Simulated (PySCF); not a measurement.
HF

```yaml
atoms:
  - { symbol: H, position_ang: [0.0000, 0.0000, -0.8746] }
  - { symbol: F, position_ang: [0.0000, 0.0000, 0.0464] }
```

Method: PySCF, PBE0/def2-TZVP, non-relativistic Hamiltonian with scalar-relativistic core potentials where named, at a bond length of 0.921 Å.

Predict the electron density and electron localisation function between the atoms.

Answer. F–H (0.92 Å): ρ is about 4.7 e/Å³ halfway; the ELF climbs to about 1 towards the hydrogen, as it does in any bond to H; a covalent bond by its length.

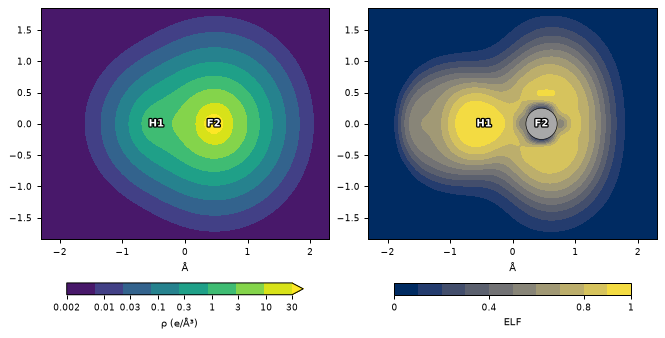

Computed electron density and electron localisation function on a plane that holds the molecular axis, in this order. Grey discs cover the atomic cores in the ELF map. 
